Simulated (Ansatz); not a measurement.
Geometry relaxation of CH$_{3}$OSi (part 2 of 2)

The same run, continued: CH$_{3}$OSi, multiplicity 2; UKS PBE0-D4/def2-TZVP (Ansatz 0.2.0). 

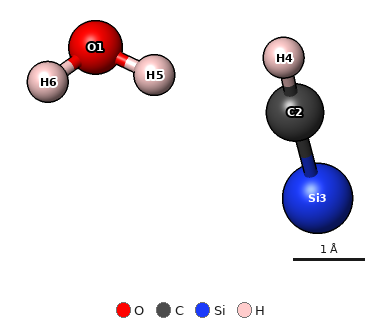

*The geometry at step 17 of the log (ball-and-stick view, seen at a tilt; atoms are numbered from 1 in the order of the input).*

### Trajectory as extended XYZ, continued
```
6
Properties=species:S:1:pos:R:3:forces:R:3 step=8 energy=-11001.03262
O     0.6781    1.4046   -0.2803   -0.3077  -0.1611   0.2594
C    -0.3764   -1.3511   -0.2268   -0.0384  -0.0323   0.0092
Si   -1.1634   -1.6702    1.2275   -0.0147  -0.0151   0.0016
H     0.1315   -1.1649   -1.1604    0.0067  -0.0460  -0.0289
H    -0.1565    0.9065   -0.2001    0.4528   0.2227  -0.0097
H     1.0738    1.3482    0.5979   -0.0987   0.0318  -0.2317
6
Properties=species:S:1:pos:R:3:forces:R:3 step=9 energy=-11001.03067 accepted=F
O     0.6204    1.5832   -0.2293   -0.6602  -1.1916   0.8142
C    -0.4013   -1.4184   -0.2511    0.0340  -0.0106  -0.0776
Si   -1.1967   -1.6614    1.2119   -0.0551  -0.0011   0.0745
H     0.1116   -1.3131   -1.1957   -0.0017   0.0042  -0.0067
H    -0.0816    0.8816   -0.1547    0.8392   0.9097  -0.2666
H     1.1347    1.4011    0.5768   -0.1563   0.2895  -0.5377
6
Properties=species:S:1:pos:R:3:forces:R:3 step=10 energy=-11001.04690
O     0.6826    1.4563   -0.2778   -0.0923  -0.0183   0.1267
C    -0.3999   -1.3912   -0.2288   -0.0251  -0.0322  -0.0010
Si   -1.1948   -1.7234    1.2184   -0.0138   0.0022   0.0036
H     0.1135   -1.2125   -1.1614    0.0051  -0.0149  -0.0157
H    -0.1181    0.9206   -0.1796    0.2005   0.0564   0.0216
H     1.1040    1.4233    0.5871   -0.0744   0.0068  -0.1352
6
Properties=species:S:1:pos:R:3:forces:R:3 step=11 energy=-11001.05518
O     0.6425    1.5419   -0.2526   -0.3037  -0.3958   0.3189
C    -0.4115   -1.4133   -0.2369    0.0025  -0.0192  -0.0239
Si   -1.2139   -1.7180    1.2121   -0.0241   0.0075   0.0188
H     0.1076   -1.2602   -1.1714    0.0012  -0.0115  -0.0137
H    -0.0712    0.8812   -0.1650    0.3884   0.3324  -0.0785
H     1.1337    1.4415    0.5717   -0.0643   0.0866  -0.2217
6
Properties=species:S:1:pos:R:3:forces:R:3 step=12 energy=-11001.07145
O     0.5712    1.6066   -0.2098    0.0589   0.0151   0.0924
C    -0.4245   -1.4822   -0.2622   -0.0692   0.0451   0.1130
Si   -1.2694   -1.7082    1.1816    0.0546   0.0069  -0.1014
H     0.1054   -1.3431   -1.1927    0.0102  -0.0347  -0.0195
H    -0.0057    0.8476   -0.0647   -0.0327  -0.0747  -0.0166
H     1.2103    1.5523    0.5058   -0.0218   0.0423  -0.0680
6
Properties=species:S:1:pos:R:3:forces:R:3 step=13 energy=-11001.07750
O     0.4810    1.6598   -0.1154   -0.0085   0.0147  -0.0103
C    -0.4230   -1.4887   -0.2728    0.1236   0.0302  -0.2107
Si   -1.2963   -1.6655    1.1578   -0.0012   0.0151   0.0033
H     0.1264   -1.4133   -1.2072   -0.1170  -0.0253   0.1929
H     0.0308    0.8102   -0.0299   -0.0112  -0.0444   0.0180
H     1.2681    1.5705    0.4254    0.0142   0.0097   0.0068
6
Properties=species:S:1:pos:R:3:forces:R:3 step=14 energy=-11001.08008
O     0.4526    1.6605   -0.0839   -0.0897   0.0429  -0.0600
C    -0.4203   -1.4962   -0.2862    0.0547   0.0246  -0.0889
Si   -1.2994   -1.6291    1.1451   -0.0112   0.0053   0.0187
H     0.1291   -1.4446   -1.2172   -0.0410  -0.0134   0.0632
H     0.0476    0.7889    0.0036   -0.0194  -0.0622   0.0068
H     1.2776    1.5935    0.3966    0.1066   0.0029   0.0601
6
Properties=species:S:1:pos:R:3:forces:R:3 step=15 energy=-11001.08174
O     0.4280    1.6598   -0.0576    0.0071   0.0076   0.0056
C    -0.4202   -1.4989   -0.2973   -0.0008  -0.0007  -0.0016
Si   -1.3003   -1.5980    1.1373    0.0057   0.0101  -0.0062
H     0.1252   -1.4792   -1.2296   -0.0033   0.0020   0.0045
H     0.0752    0.7640    0.0214   -0.0095  -0.0304  -0.0014
H     1.2793    1.6253    0.3836    0.0009   0.0114  -0.0008
6
Properties=species:S:1:pos:R:3:forces:R:3 step=16 energy=-11001.07892 accepted=F
O     0.3848    1.6394   -0.0207    0.2363  -0.4120   0.1951
C    -0.4233   -1.4985   -0.3196   -0.0634  -0.0271   0.0985
Si   -1.2937   -1.5275    1.1265    0.0406   0.0079  -0.0659
H     0.1098   -1.5345   -1.2573    0.0190   0.0142  -0.0290
H     0.1456    0.6951    0.0518    0.1105   0.4349  -0.0438
H     1.2640    1.6990    0.3772   -0.3430  -0.0178  -0.1548
6
Properties=species:S:1:pos:R:3:forces:R:3 step=17 energy=-11001.08259
O     0.4098    1.6494   -0.0390   -0.0067   0.0036  -0.0015
C    -0.4215   -1.5006   -0.3068   -0.0020  -0.0023   0.0020
Si   -1.2949   -1.5639    1.1337    0.0013   0.0036  -0.0019
H     0.1187   -1.5012   -1.2421   -0.0005   0.0002  -0.0016
H     0.1036    0.7348    0.0293    0.0143   0.0009   0.0034
H     1.2715    1.6545    0.3828   -0.0065  -0.0059  -0.0002
6
Properties=species:S:1:pos:R:3:forces:R:3 step=18 energy=-11001.08217 accepted=F
O     0.3855    1.6456   -0.0104    0.1024  -0.2010   0.0738
C    -0.4274   -1.5098   -0.3186   -0.0083   0.0000   0.0174
Si   -1.2930   -1.5302    1.1291    0.0202   0.0036  -0.0323
H     0.1059   -1.5368   -1.2579   -0.0093  -0.0024   0.0107
H     0.1538    0.7033    0.0332    0.0417   0.2035  -0.0049
H     1.2625    1.7010    0.3824   -0.1467  -0.0036  -0.0647
6
Properties=species:S:1:pos:R:3:forces:R:3 step=19 energy=-11001.08285
O     0.4037    1.6457   -0.0346   -0.0017  -0.0049   0.0015
C    -0.4245   -1.5049   -0.3120    0.0001  -0.0002   0.0000
Si   -1.2910   -1.5491    1.1334    0.0002   0.0017  -0.0004
H     0.1101   -1.5158   -1.2504   -0.0008  -0.0014  -0.0011
H     0.1263    0.7217    0.0300    0.0007   0.0008  -0.0007
H     1.2627    1.6754    0.3914    0.0014   0.0040   0.0008
6
Properties=species:S:1:pos:R:3:forces:R:3 step=20 energy=-11001.08289
O     0.3945    1.6403   -0.0266    0.0312  -0.0533   0.0318
C    -0.4282   -1.5136   -0.3229   -0.0048   0.0030   0.0094
Si   -1.2820   -1.5198    1.1313    0.0081  -0.0036  -0.0164
H     0.0966   -1.5465   -1.2668   -0.0058   0.0004   0.0109
H     0.1558    0.7043    0.0392    0.0189   0.0567  -0.0118
H     1.2505    1.7083    0.4036   -0.0476  -0.0032  -0.0239
6
Properties=species:S:1:pos:R:3:forces:R:3 step=21 energy=-11001.08221 accepted=F
O     0.3839    1.6422   -0.0085    0.0327  -0.1544   0.0212
C    -0.4338   -1.5164   -0.3213    0.0025   0.0050  -0.0003
Si   -1.2864   -1.5207    1.1337    0.0165   0.0067  -0.0226
H     0.0898   -1.5499   -1.2659   -0.0108  -0.0091   0.0107
H     0.1883    0.6922    0.0116    0.0151   0.1542   0.0177
H     1.2454    1.7257    0.4083   -0.0561  -0.0024  -0.0265
6
Properties=species:S:1:pos:R:3:forces:R:3 step=22 energy=-11001.08298
O     0.3850    1.6432   -0.0068    0.0044   0.0179  -0.0025
C    -0.4274   -1.5146   -0.3245   -0.0116   0.0006   0.0196
Si   -1.2823   -1.5126    1.1283   -0.0031  -0.0010   0.0056
H     0.0972   -1.5554   -1.2668    0.0137  -0.0010  -0.0250
H     0.1609    0.7037    0.0330   -0.0022  -0.0159   0.0017
H     1.2538    1.7087    0.3947   -0.0012  -0.0006   0.0007
6
Properties=species:S:1:pos:R:3:forces:R:3 step=23 energy=-11001.08302
O     0.3903    1.6451   -0.0147    0.0001  -0.0048   0.0003
C    -0.4295   -1.5173   -0.3243    0.0011   0.0017  -0.0010
Si   -1.2815   -1.5168    1.1304    0.0002   0.0003   0.0001
H     0.0937   -1.5571   -1.2684   -0.0007   0.0007   0.0013
H     0.1635    0.7062    0.0309   -0.0005   0.0010  -0.0009
H     1.2508    1.7129    0.4039   -0.0002   0.0012   0.0002
6
Properties=species:S:1:pos:R:3:forces:R:3 step=24 energy=-11001.08302
O     0.3908    1.6411   -0.0191    0.0073  -0.0088   0.0052
C    -0.4292   -1.5143   -0.3236    0.0009  -0.0005  -0.0015
Si   -1.2805   -1.5157    1.1315    0.0009  -0.0004  -0.0020
H     0.0936   -1.5525   -1.2681   -0.0023   0.0003   0.0037
H     0.1646    0.7021    0.0307    0.0012   0.0084  -0.0014
H     1.2479    1.7124    0.4065   -0.0080   0.0010  -0.0040
6
Properties=species:S:1:pos:R:3:forces:R:3 step=25 energy=-11001.08303
O     0.3924    1.6405   -0.0212   -0.0033   0.0037  -0.0024
C    -0.4299   -1.5149   -0.3235    0.0000   0.0004   0.0003
Si   -1.2806   -1.5170    1.1319   -0.0003  -0.0002   0.0002
H     0.0923   -1.5523   -1.2682    0.0001  -0.0003  -0.0006
H     0.1663    0.7017    0.0301    0.0047   0.0009   0.0022
H     1.2467    1.7150    0.4088   -0.0013  -0.0045   0.0002
```

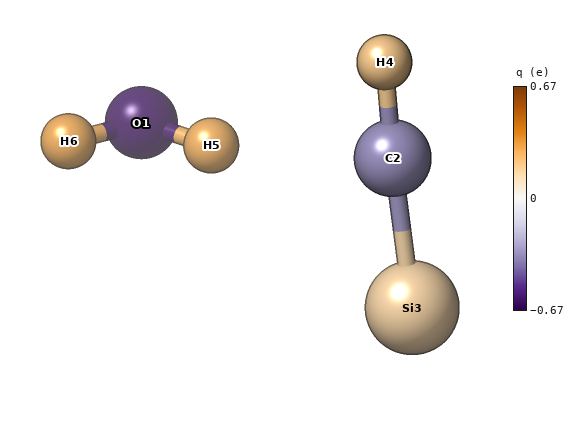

*Mulliken charges, as the colour of each atom (ball-and-stick view, seen at a tilt; atoms are numbered from 1 in the order of the input).*

By element: O −0.64, C −0.33, Si +0.16 and H +0.19 to +0.31 e.

This output came from the following input.

### The input
```yaml
crystal:
  periodic: [false, false, false]
  atoms:
    - {symbol: O, position_ang: [0.581776, 1.150629, -0.284728]}
    - {symbol: C, position_ang: [-0.206168, -1.209517, -0.248905]}
    - {symbol: Si, position_ang: [-1.039923, -1.371415, 1.232661]}
    - {symbol: H, position_ang: [0.289193, -1.268607, -1.225841]}
    - {symbol: H, position_ang: [-0.368743, 1.293356, -0.102619]}
    - {symbol: H, position_ang: [0.931071, 0.878618, 0.587317]}
basis:
  gaussian: {orbitals: def2-TZVP}
magnetization: {spin_polarized: true, initial_magnetization: 1}
hamiltonian: {xc: pbe0, dispersion: d4}
relax: {f_tol: 0.005, max_steps: 200}
```

Launched with:
```bash
ansatz run in.yaml --threads 2 --pin off --events-out ev --progress --plain --max-ram 4352MiB
```

### Summary

- outcome: converged
- total energy: −11001.0831 eV
- mean-field energy: −11001.0146 eV
- dispersion energy: −0.0684 eV
- ⟨S²⟩: 0.758
- SCF solution under orbital rotations: stable
- largest force (length of the vector) at the end: 0.005 eV/Å
- dipole moment: 2.37 D
- hardware: 2 threads of Arm Neoverse V1, 23 GiB of memory available, shared host
- wall time: 2.1 min (CPU time 4.1 min)
- peak memory: 0.29 GiB
